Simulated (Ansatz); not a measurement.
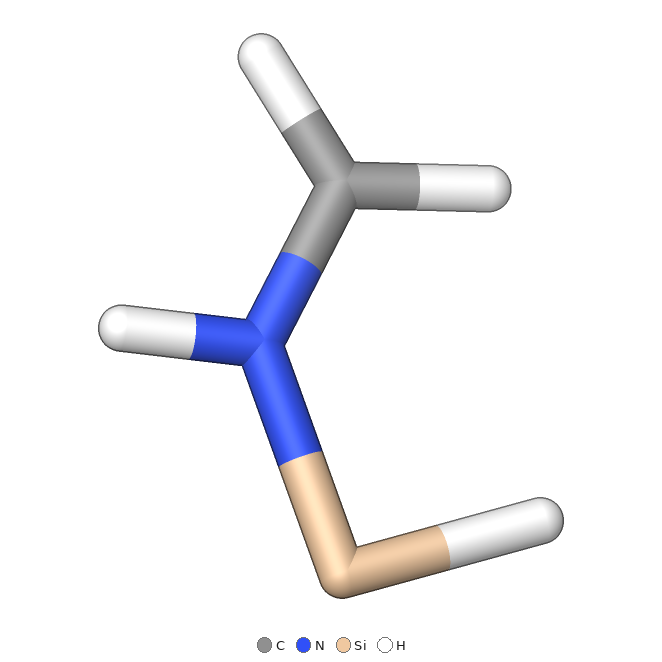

Rendered structure (stick style). Every bond is drawn as one stick, whatever its order.

The species is neutral and a spin doublet. Computed geometry: PBE0-D4/def2-TZVP optimisation. No frequency run is at hand to confirm it as a minimum.

Give the formula.

CH₄NSi, 7 atoms: 1 carbon, 4 hydrogen, 1 nitrogen and 1 silicon.

Count the bonded pairs by element.

2 C–H, 1 C–N, 1 N–Si, 1 N–H, 1 Si–H. Sticks follow a distance rule.

What is the point group of this geometry?

Cs.

How many atoms are distinct by symmetry?

7: 1 C, 1 N, 1 Si, 1 H, 1 H, 1 H, 1 H.

The parts below concern this one geometry. Atoms keep their numbers from picture to picture.

**Geometry**

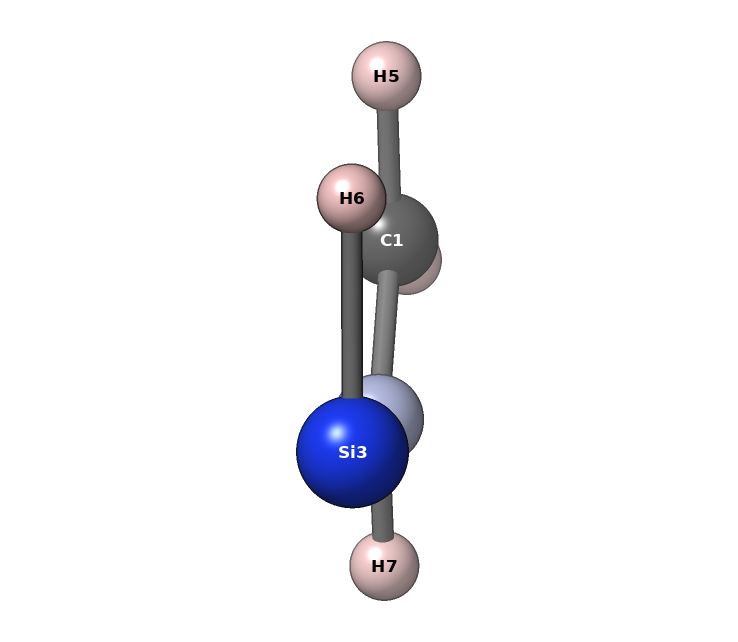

N2 lies behind Si3. The molecule seen nearly along the Si3–N2 bond, Si3 in front. Distant atoms are faded towards the background colour. No frequency run is at hand to confirm it as a minimum.

What is the torsion angle H6–Si3–N2–C1? The sign is positive where the front bond must turn clockwise to cover the back bond.

0°, synperiplanar (eclipsed).

**Charges**

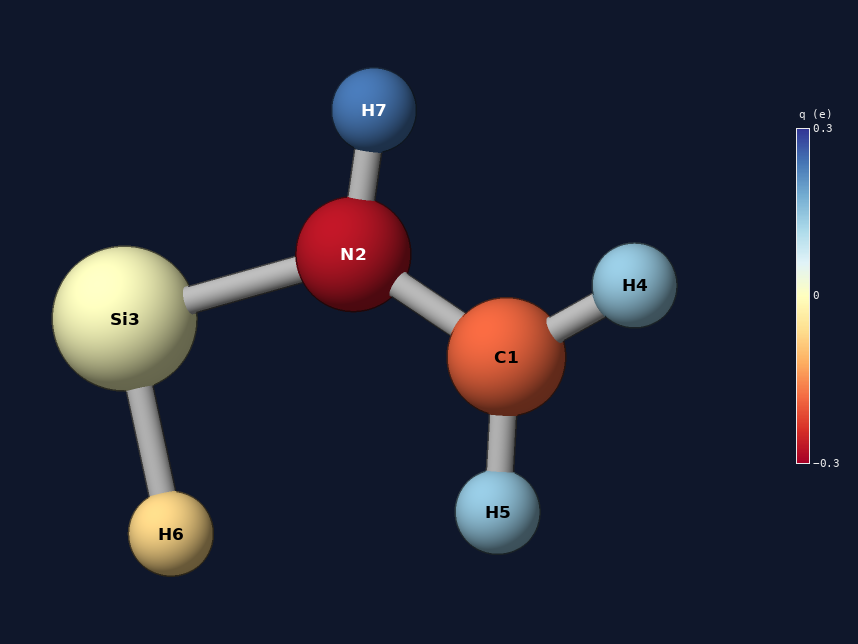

Atoms are coloured by their Mulliken charges. No frequency run is at hand to confirm it as a minimum. Method: UKS PBE0-D4/def2-TZVP (Ansatz 0.2.0).

Give the Mulliken charges atom by atom.

```json
{"atom": "C1", "value (e)": "−0.18"}
{"atom": "N2", "value (e)": "−0.27"}
{"atom": "Si3", "value (e)": "0.00"}
{"atom": "H4", "value (e)": "0.14"}
{"atom": "H5", "value (e)": "0.15"}
{"atom": "H6", "value (e)": "−0.07"}
{"atom": "H7", "value (e)": "0.23"}
```

**Electronic properties**

No frequency run is at hand to confirm it as a minimum. Properties computed with UKS PBE0-D4/def2-TZVPP (Ansatz 0.2.0).

Estimate the ⟨S²⟩ of the determinant.

0.767.

Give the dispersion correction at this level.

−9.7 kJ/mol.

What is the HOMO energy (Kohn–Sham orbital)?

−5.13 eV.

**Dipole moment**

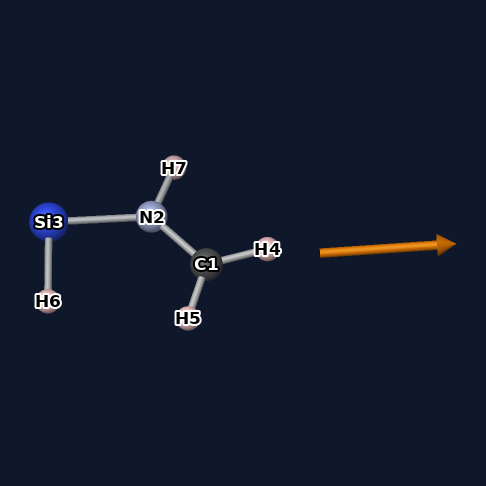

The arrow beside the molecule shows the direction of the dipole moment, from the negative to the positive end (its length means nothing). No frequency run is at hand to confirm it as a minimum. Method: UKS PBE0-D4/def2-TZVP (Ansatz 0.2.0).

How large is the dipole moment?

2.66 D; it points from the side of Si3, H6 to the side of H4 (the outermost atoms at the two ends).

Mulliken values depend strongly on the basis set and can even reverse the polarity of a bond.
